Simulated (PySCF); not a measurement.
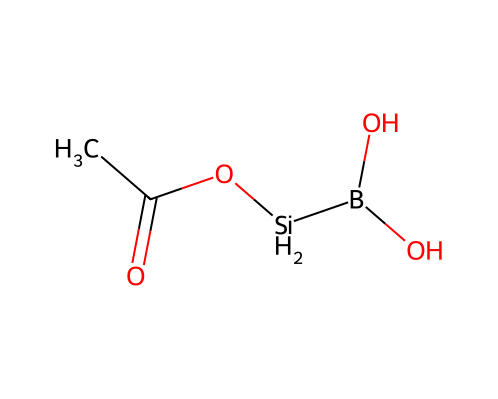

2D structure.

> Give its SMILES.

CC(=O)O[SiH2]B(O)O

> What is the molecular formula?

C2H7BO4Si.

The parts below concern this one geometry. Atoms keep their numbers from picture to picture. Computed geometry: GFN2-xTB optimisation. No frequency run is at hand to confirm it as a minimum.

### Geometry

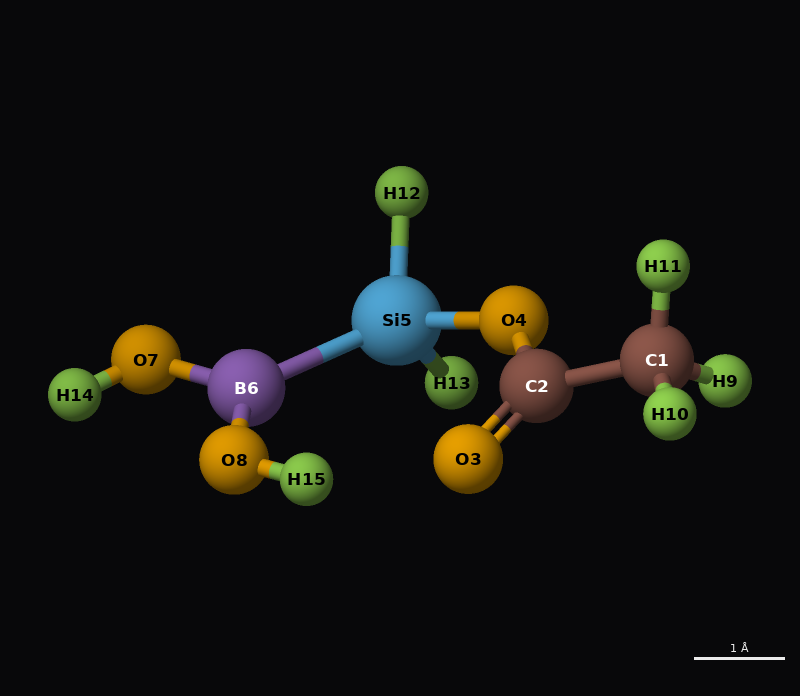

Atoms carry their numbers in the input. No frequency run is at hand to confirm it as a minimum.

Give these bond angles: C1–C2–O3, C2–C1–H9, C2–C1–H10, C2–O4–Si5, O3–C2–O4, O4–Si5–B6, O4–Si5–H12, Si5–B6–O7, B6–Si5–H12, B6–Si5–H13, B6–O7–H14, O7–B6–O8.

| angle | degrees |
| --- | --- |
| C1–C2–O3 | 123.4 |
| C2–C1–H9 | 108.9 |
| C2–C1–H10 | 110.1 |
| C2–O4–Si5 | 131.5 |
| O3–C2–O4 | 123.7 |
| O4–Si5–B6 | 115.6 |
| O4–Si5–H12 | 95.7 |
| Si5–B6–O7 | 116.0 |
| B6–Si5–H12 | 118.6 |
| B6–Si5–H13 | 116.8 |
| B6–O7–H14 | 114.0 |
| O7–B6–O8 | 117.3 |

### Bond orders

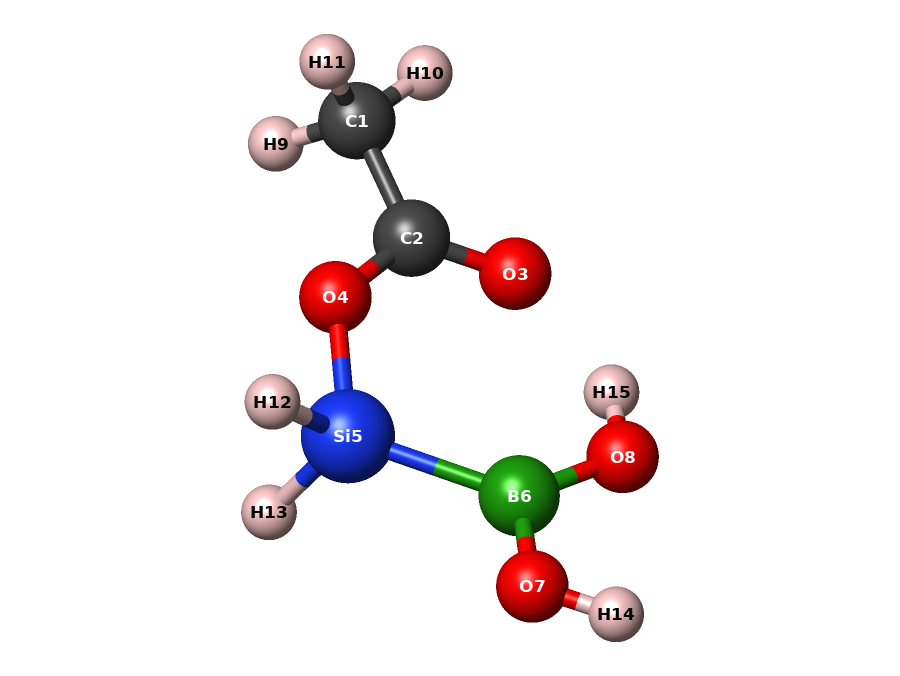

Every bond is drawn as one stick. No frequency run is at hand to confirm it as a minimum. Level of theory: PBE0/pcSseg-1 (PySCF 2.14.0).

> Which bond has the highest Mayer bond order?

C2–O3, 1.84, at a length of 1.211 Å.

> Which bond has the lowest Mayer bond order?

O4–Si5, 0.75, at 1.700 Å.

List the Mayer bond orders of C1–C2, C1–H9, C1–H10, C1–H11, C2–O3, C2–O4, O4–Si5, Si5–B6, Si5–H12, Si5–H13, B6–O7, B6–O8, O7–H14, O8–H15.

| bond | Mayer order | length (Å) |
| --- | --- | --- |
| C1–C2 | 1.00 | 1.506 |
| C1–H9 | 0.95 | 1.088 |
| C1–H10 | 0.96 | 1.086 |
| C1–H11 | 0.95 | 1.087 |
| C2–O3 | 1.84 | 1.211 |
| C2–O4 | 1.14 | 1.309 |
| O4–Si5 | 0.75 | 1.700 |
| Si5–B6 | 0.91 | 1.982 |
| Si5–H12 | 0.94 | 1.466 |
| Si5–H13 | 0.94 | 1.473 |
| B6–O7 | 1.23 | 1.357 |
| B6–O8 | 1.26 | 1.349 |
| O7–H14 | 0.92 | 0.961 |
| O8–H15 | 0.89 | 0.968 |

### Dipole moment

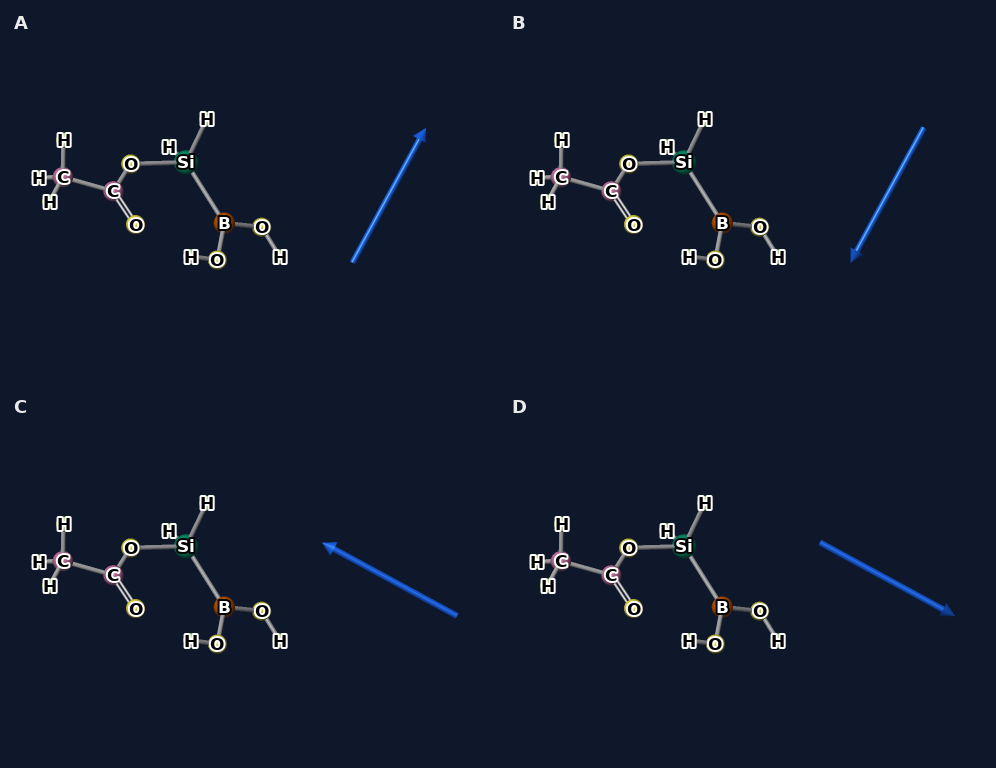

The same molecule four times, each with an arrow. No frequency run is at hand to confirm it as a minimum. Method: PBE0/pcSseg-1, gas phase (PySCF 2.14.0).

> Which arrow points along the dipole moment, from the negative to the positive end?

C. The dipole moment is 1.30 D.

### Quadrupole coupling

No frequency run is at hand to confirm it as a minimum. Electric field gradients from the ground-state density, PBE0/pcSseg-1 (PySCF 2.14.0), non-relativistic apart from any core potentials.

Give the largest field-gradient component, the quadrupole coupling constant and the asymmetry for 17O at O3 (Q = −25.6 mb), 17O at O4 (Q = −25.6 mb), 11B at B6 (Q = 40.59 mb), 17O at O7 (Q = −25.6 mb), 17O at O8 (Q = −25.6 mb), 2H at H9 (Q = 2.86 mb), 2H at H10 (Q = 2.86 mb), 2H at H11 (Q = 2.86 mb), 2H at H12 (Q = 2.86 mb).

| atom | V_zz (a.u.) | e²qQ/h (MHz) | η |
| --- | --- | --- | --- |
| O3 | −1.585 | 9.54 | 0.02 |
| O4 | 1.422 | −8.56 | 0.22 |
| B6 | 0.331 | 3.16 | 0.14 |
| O7 | 1.413 | −8.50 | 0.04 |
| O8 | 1.114 | −6.70 | 0.04 |
| H9 | 0.312 | 0.210 | 0.04 |
| H10 | 0.313 | 0.210 | 0.02 |
| H11 | 0.313 | 0.210 | 0.04 |
| H12 | 0.159 | 0.107 | 0.03 |

The geometry is semi-empirical. Around B, Si such bond lengths and angles can be off by a tenth of an ångström or more and by several degrees, and values that hang on the shape move with them.
